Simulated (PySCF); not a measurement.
```xyz
18

C     2.3415   -0.2126    0.2076
C     1.3967    0.1582   -0.9280
O     0.1869    0.7508   -0.4748
C    -0.7168   -0.0568    0.2598
Si   -2.1979    1.1833   -0.0740
C    -0.4229   -0.1542    1.6563
N    -0.2042   -0.2181    2.7790
C    -1.1200   -1.3544   -0.3183
O    -0.9735   -1.6923   -1.4648
H     1.9268   -1.0153    0.8149
H     3.2889   -0.5469   -0.2062
H     2.5180    0.6488    0.8482
H     1.1807   -0.7173   -1.5503
H     1.8415    0.9346   -1.5557
H    -1.6689    2.4500    0.4075
H    -2.3829    1.1168   -1.5145
H    -3.3703    0.7349    0.6807
H    -1.6324   -2.0031    0.4210
```

Geometry: GFN2-xTB.

Computed with PySCF, PBE0/pcSseg-1, SCF density, gas phase, non-relativistic.

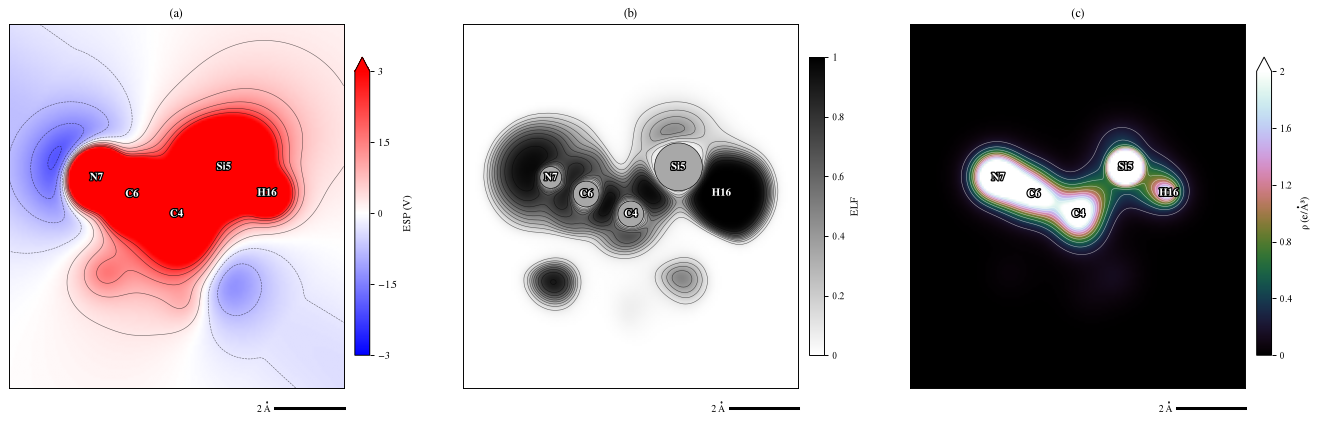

C5H9NO2Si (SMILES CCO[C@]([SiH3])(C#N)C=O). (a) molecular electrostatic potential; (b) ELF; (c) total electron density on the plane of atoms C4, Si5 and H16. Grey discs cover the atomic cores in the ELF map.

> Interpret the plot.

The plane passes through C, Si, N and H nuclei.
C–N (1.15 Å): the density is about 3.6 e/Å³ at the midpoint; the ELF peaks at about 0.85 between the atoms (a short, multiple covalent bond).
C–C (1.43 Å): ρ at the midpoint is about 1.9 e/Å³; the ELF peaks at about 0.95 between the atoms (a covalent bond).
C–Si (1.96 Å): the density is about 0.8 e/Å³ at the midpoint; the ELF peaks at about 0.95 between the atoms: a shared electron pair.
The ELF also peaks beside N7, away from the bonds: lone-pair regions.
Outside the dense part of the molecule the potential is most negative (−2.0 V) near N7.
